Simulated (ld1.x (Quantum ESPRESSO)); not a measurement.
## Pseudopotential generation: Tl (part 2 of 2)

Continued. System: thallium (Tl, Z = 81), core [Xe] 4f14 5d10, reference valence 6s2 6p0.75 (an ion of charge +0.25), valence charge 3. Method: TM potential, PBEsol, scalar-relativistic, made with ld1.x (Quantum ESPRESSO) 7.5.

## Output of the test run (extracts), continued
```
     ---------------------- Testing the pseudopotential ----------------------

     Tl
     scalar relativistic calculation

     atomic number is 81.00   valence charge is  3.00
     dft =PBESOL   lsd =0 sic =0 latt =0  beta=0.20 tr2=1.0E-14
     mesh =1281 r(mesh) = 100.03807 xmin = -7.00 dx = 0.01250

     n l     nl             e AE (Ry)        e PS (Ry)    De AE-PS (Ry)
     1 0     6S   1( 0.00)       -0.87714       -0.86513       -0.01201  !
     2 1     6P   1( 3.00)       -0.28707       -0.28875        0.00168

     eps = 1.2E-15  iter = 13

     Etot =  -40479.817853 Ry,  -20239.908926 Ha, -550755.979381 eV
     Etotps =    -2.948121 Ry,      -1.474061 Ha,     -40.111231 eV
     dEtot_ae =       1.068695 Ry
     dEtot_ps =       1.056949 Ry,   Delta E=       0.011746 Ry

     Ekin =       1.484433 Ry,       0.742217 Ha,      20.196741 eV
     Encl =      -6.672516 Ry,      -3.336258 Ha,     -90.784198 eV
     Ehrt =       2.378135 Ry,       1.189068 Ha,      32.356176 eV
     Ecxc =      -0.996873 Ry,      -0.498437 Ha,     -13.563154 eV
     Epseu=       0.858700 Ry,       0.429350 Ha,      11.683204 eV

     ---------------------- End of pseudopotential test ----------------------

     ---------------------- Testing the pseudopotential ----------------------

     Tl
     scalar relativistic calculation

     atomic number is 81.00   valence charge is  3.00
     dft =PBESOL   lsd =0 sic =0 latt =0  beta=0.20 tr2=1.0E-14
     mesh =1281 r(mesh) = 100.03807 xmin = -7.00 dx = 0.01250

     n l     nl             e AE (Ry)        e PS (Ry)    De AE-PS (Ry)
     1 0     6S   1( 1.00)       -1.29629       -1.21581       -0.08047  !
     2 1     6P   1( 1.00)       -0.67072       -0.63462       -0.03610  !

     eps = 3.5E-12  iter =201

     Etot =  -40479.948723 Ry,  -20239.974361 Ha, -550757.759958 eV
     Etotps =    -3.122571 Ry,      -1.561286 Ha,     -42.484745 eV
     dEtot_ae =       0.937825 Ry
     dEtot_ps =       0.882499 Ry,   Delta E=       0.055326 Ry

     Ekin =       2.493554 Ry,       1.246777 Ha,      33.926534 eV
     Encl =      -8.892547 Ry,      -4.446274 Ha,    -120.989267 eV
     Ehrt =       1.526330 Ry,       0.763165 Ha,      20.766778 eV
     Ecxc =      -0.880981 Ry,      -0.440491 Ha,     -11.986360 eV
     Epseu=       2.631073 Ry,       1.315536 Ha,      35.797570 eV

     ---------------------- End of pseudopotential test ----------------------

     ---------------------- Testing the pseudopotential ----------------------

     Tl
     scalar relativistic calculation

     atomic number is 81.00   valence charge is  3.00
     dft =PBESOL   lsd =0 sic =0 latt =0  beta=0.20 tr2=1.0E-14
     mesh =1281 r(mesh) = 100.03807 xmin = -7.00 dx = 0.01250

     n l     nl             e AE (Ry)        e PS (Ry)    De AE-PS (Ry)
     1 0     6S   1( 2.00)       -0.58235       -0.57903       -0.00332
     2 1     6P   1( 1.30)       -0.06960       -0.07014        0.00054

     eps = 2.0E-11  iter =201

     Etot =  -40480.977902 Ry,  -20240.488951 Ha, -550771.762655 eV
     Etotps =    -4.096567 Ry,      -2.048283 Ha,     -55.736632 eV
     dEtot_ae =      -0.091355 Ry
     dEtot_ps =      -0.091497 Ry,   Delta E=       0.000142 Ry

     Ekin =       1.374284 Ry,       0.687142 Ha,      18.698080 eV
     Encl =      -9.170941 Ry,      -4.585471 Ha,    -124.777012 eV
     Ehrt =       3.214759 Ry,       1.607380 Ha,      43.739031 eV
     Ecxc =      -1.235102 Ry,      -0.617551 Ha,     -16.804414 eV
     Epseu=       1.720433 Ry,       0.860217 Ha,      23.407684 eV

     ---------------------- End of pseudopotential test ----------------------

     ---------------------- Testing the pseudopotential ----------------------

     Tl
     scalar relativistic calculation

     atomic number is 81.00   valence charge is  3.00
     dft =PBESOL   lsd =0 sic =0 latt =0  beta=0.20 tr2=1.0E-14
     mesh =1281 r(mesh) = 100.03807 xmin = -7.00 dx = 0.01250

     n l     nl             e AE (Ry)        e PS (Ry)    De AE-PS (Ry)
     1 0     6S   1( 2.00)       -0.94151       -0.94447        0.00296
     2 1     6P   1( 0.50)       -0.37453       -0.37479        0.00026

     eps = 1.2E-10  iter =201

     Etot =  -40480.806105 Ry,  -20240.403053 Ha, -550769.425239 eV
     Etotps =    -3.924541 Ry,      -1.962271 Ha,     -53.396107 eV
     dEtot_ae =       0.080442 Ry
     dEtot_ps =       0.080529 Ry,   Delta E=      -0.000086 Ry

     Ekin =       1.257212 Ry,       0.628606 Ha,      17.105238 eV
     Encl =      -7.669602 Ry,      -3.834801 Ha,    -104.350247 eV
     Ehrt =       2.144890 Ry,       1.072445 Ha,      29.182718 eV
     Ecxc =      -1.008592 Ry,      -0.504296 Ha,     -13.722591 eV
     Epseu=       1.351550 Ry,       0.675775 Ha,      18.388774 eV

     ---------------------- End of pseudopotential test ----------------------
```

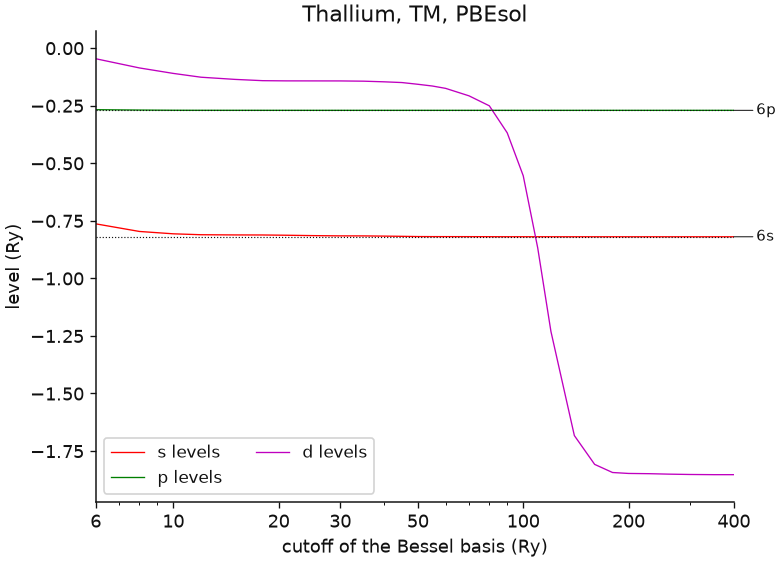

Figure 1. The pseudo-atom Hamiltonian at the reference potential is diagonalised in spherical Bessel functions (20 bohr box) up to the cutoff. Curves: the lowest levels of each channel that holds a bound state. Dotted lines: the all-electron valence levels.

- Ghost states: ghost state below the valence levels: d at -25.2 eV. A ghost is a state of the pseudo-atom that lies below a valence level of its channel, or is bound in a channel without one, and matches no all-electron valence level; bound levels above the valence ones can be real empty states. In Ry: d -1.85.
- Onset of the ghost: the lowest d curve lies clearly below zero from about 8 Ry on and ends at -1.85 Ry.
- All-electron valence levels: 6s: -0.82 Ry; 6p: -0.27 Ry.

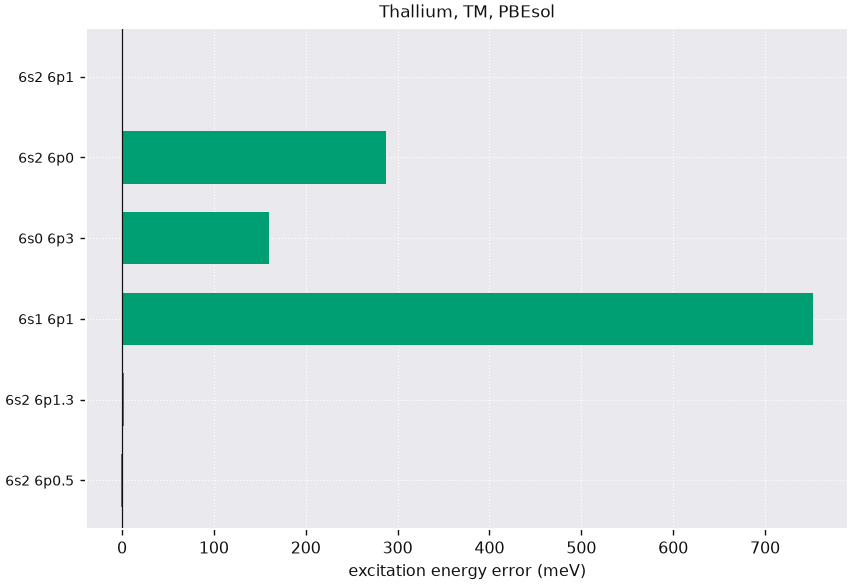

Figure 2. Errors, all-electron minus pseudo, of the energies of valence configurations relative to the unpolarised reference 6s2 6p0.75. Not all tests gave a result: 1 of 7 tests not solved.

- Worst configuration: 6s1 6p1 (charge +1): the error is +753 meV on an all-electron energy of +12.76 eV relative to the reference, or 5.9 %.
- Configurations within 10 meV and within 50 meV: 3 and 3 of 6. The potential isn't sound: its ghost test gives ghost state below the valence levels: d at -25.2 eV.

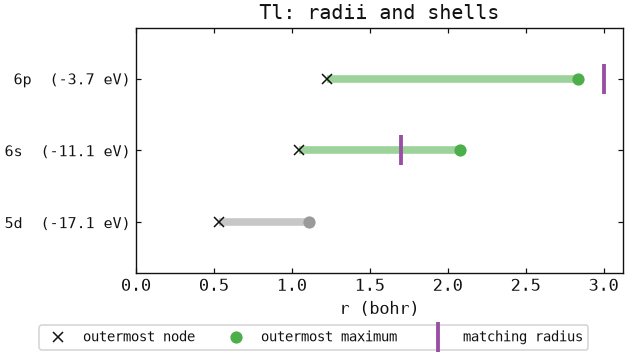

Figure 3. Outer shells of the all-electron reference atom: each bar runs from the outermost node (or the nucleus) to the outermost maximum of u(r); the tick is the radius chosen for the pseudo-wave. Shells without a tick have no pseudo-wave of their own. Levels, nodes and maxima are from ld1.x, scalar-relativistic.

- Radii against the shells: 6s: 1.70 bohr, between node and maximum; 6p: 3.00 bohr, outside the maximum.

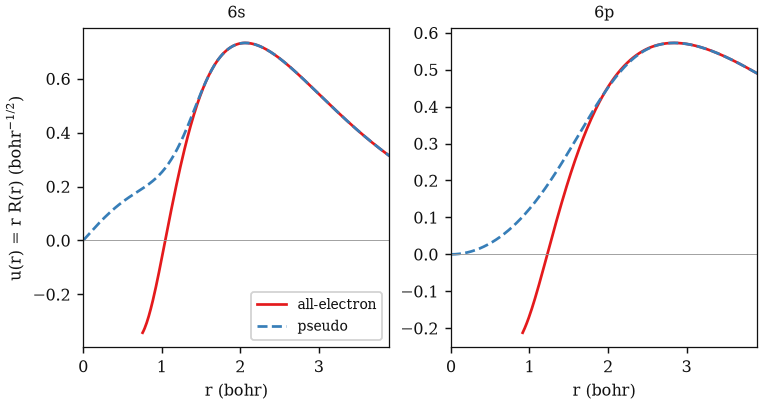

Figure 4. Partial waves u(r) = r R(r), all-electron (solid) and pseudo (dashed). The innermost oscillations of some all-electron curves aren't drawn. Reference configuration 6s2 6p0.75.

- Matching radii: 6s at 1.70 bohr; 6p at 3.00 bohr. The curves merge smoothly, so the plot gives these only roughly.
- Nodes of the pseudo-waves: 6s has no node; 6p has no node.

Outcome of the run: generated, with a ghost state.
